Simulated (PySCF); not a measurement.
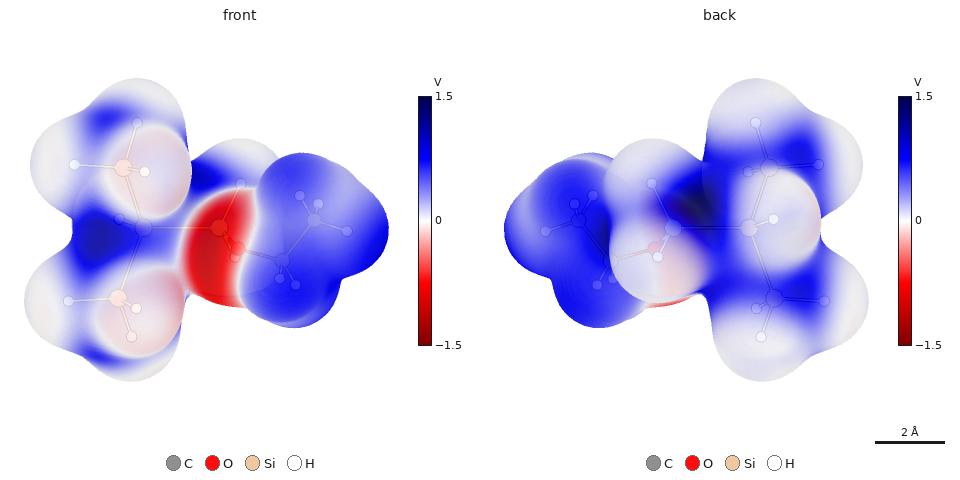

*C2H14OSi4 (SMILES CCO[SiH2][SiH]([SiH3])[SiH3]). The molecular electrostatic potential painted on the density surface at 0.002 e/bohr³, seen from the front and from behind; red is negative and blue positive.*

Geometry: GFN2-xTB.

Computed with PySCF, PBE0/pcSseg-1, SCF density, gas phase, non-relativistic.

The calculation's input:

```
{"job": {"kind": "nmr", "xc": "PBE0", "basis": "pcSseg-1"}, "charge": 0, "multiplicity": 1}
C      3.116462    -0.333489     1.062494
C      2.439456    -0.292227    -0.298736
O      1.088077     0.043305    -0.215151
Si     0.408770     1.461368     0.201715
Si    -1.764143     0.816955    -0.212293
Si    -2.066179    -0.081213    -2.343074
Si    -2.666542    -0.521936     1.468956
H      2.576082    -1.007639     1.722777
H      3.122894     0.658620     1.506964
H      4.140371    -0.681831     0.957679
H      2.952501     0.427848    -0.948183
H      2.488051    -1.279642    -0.771971
H      1.005706     2.544686    -0.599998
H      0.759483     1.840184     1.582980
H     -2.538409     2.086243    -0.167620
H     -3.478250    -0.242934    -2.708143
H     -1.469823     0.724049    -3.415548
H     -1.466232    -1.413976    -2.462862
H     -4.094952    -0.797628     1.282974
H     -2.012731    -1.832883     1.542734
H     -2.549512     0.053785     2.813835
```

Command:

```sh
OMP_NUM_THREADS=1 python probes_run.py task.json out
```

### Where is the surface potential most negative and most positive?

The most negative region (about −1.0 V) lies over O3, the most positive (about +1.3 V) over Si4. O3 is the likeliest acceptor of a hydrogen bond.

### How polar is the molecule by this calculation?

Its dipole moment is 1.58 D.
